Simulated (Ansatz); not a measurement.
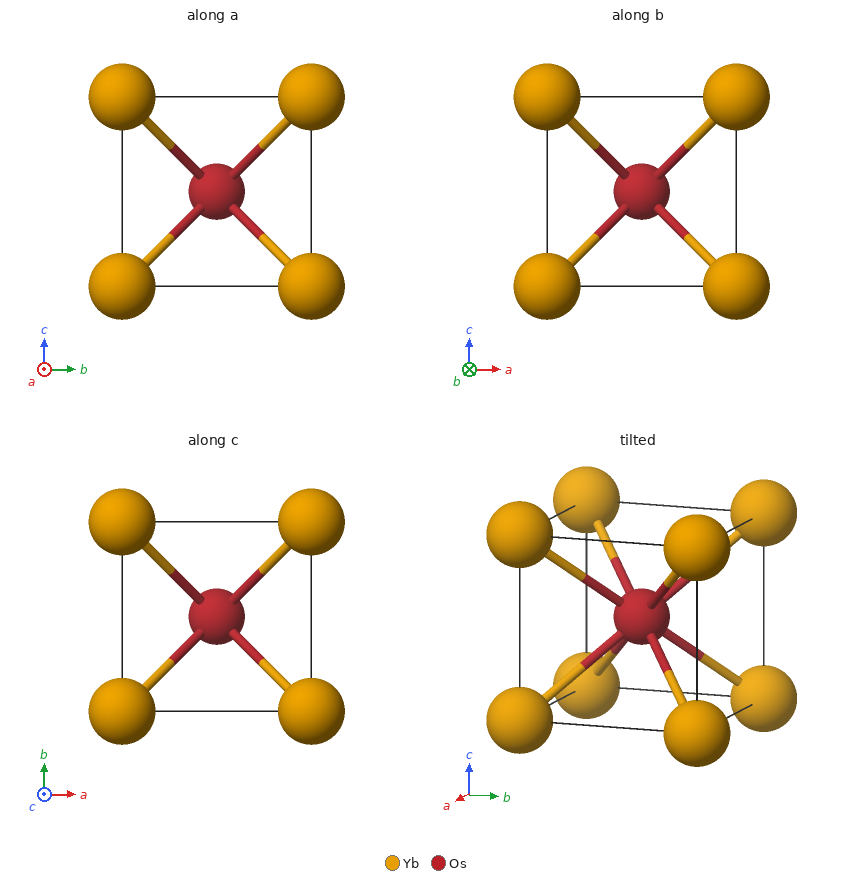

The figure gives a ball-and-stick picture of the atoms, viewed along the a axis, along the b axis, along the c axis and slightly off an axis. One conventional unit cell is framed, with atoms on its boundary repeated.

Lattice parameters: a = 3.399 Å, b = 3.399 Å, c = 3.399 Å, α = 90.00°, β = 90.00°, γ = 90.00°.

Question: From the views, write a table of Wyckoff sites.

Answer: Space group Pm-3m (No. 221).
| atom | site | x | y | z |
| --- | --- | --- | --- | --- |
| Yb | 1a | 0.0000 | 0.0000 | 0.0000 |
| Os | 1b | 0.5000 | 0.5000 | 0.5000 |

It goes back to a structure type filled with these elements by a generator (whether the compound takes this form wasn't checked). The cell was then strained or its atoms displaced on purpose. A calculation with Ansatz used it as input.

At this level of theory the run's own cell isn't at rest (stretched, at -5 GPa), so its distances can differ from those at equilibrium, the more so the softer the solid.
